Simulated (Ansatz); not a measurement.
# CH₈InN (SMILES [CH3][InH2-][NH3+]): what the fields show

```xyz
11

C    -1.5239   -0.4763   -0.9316
In   -1.6677    0.3595   -2.9411
N    -2.9589    2.3062   -2.3510
H    -1.0065    0.2116   -0.2450
H    -0.9496   -1.4157   -0.9537
H    -2.5184   -0.7062   -0.5185
H    -2.8430   -0.3049   -4.0524
H    -0.3039    1.2398   -3.5916
H    -2.4637    2.8935   -1.6810
H    -3.8517    2.0484   -1.9318
H    -3.1597    2.8787   -3.1702
```

Geometry: PBE0-D4/def2-SVP; core potentials replace the inner electrons of In.

Level of theory: isolated molecule in a Gaussian basis; Kohn-Sham density functional theory, functional PBE0 (Ansatz 0.2.0).

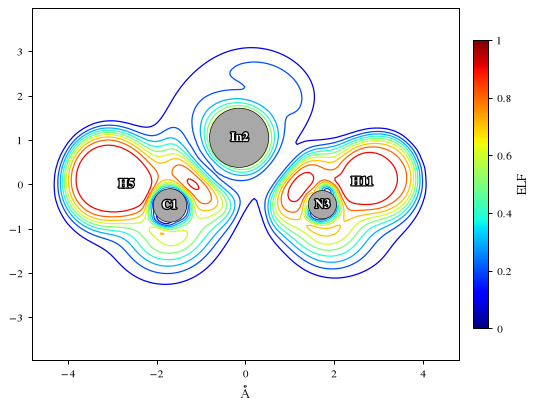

Figure 1. Electron localisation function on the plane of atoms In2, C1 and H5. Grey discs cover the atomic cores.

**What does the map show?**

The plane passes through C, In, N and H nuclei.
C–In (2.18 Å): the ELF peaks at about 0.90 in the valence shell of C, 0.7 Å from its nucleus, and drops to about 0.20 between the two atoms.
In–N (2.41 Å): the ELF peaks at about 0.95 in the valence shell of N, 0.6 Å from its nucleus, and drops to about 0.10 between the two atoms.
N–H (1.02 Å): the ELF climbs to about 1 towards the hydrogen, as it does in any bond to H: an ordinary covalent bond to hydrogen.
C–H (1.10 Å): the ELF climbs to about 1 towards the hydrogen (an ordinary covalent bond to hydrogen).

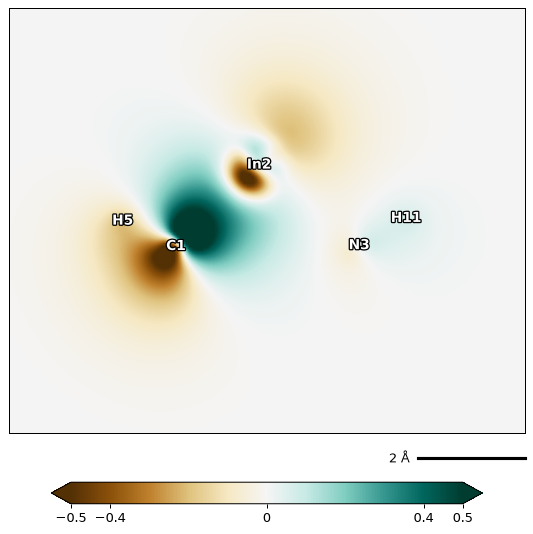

Figure 2. The HOMO on the plane of atoms C1, In2 and N3 (values in Å⁻³ᐟ²; the overall sign is arbitrary).

**Describe this orbital and give its energy.**

By Hirshfeld shares it lies mainly on C1 (about 40 %), In2 (about 30 %), H7 (about 10 %) and H8 (about 10 %). Its energy is −6.83 eV.
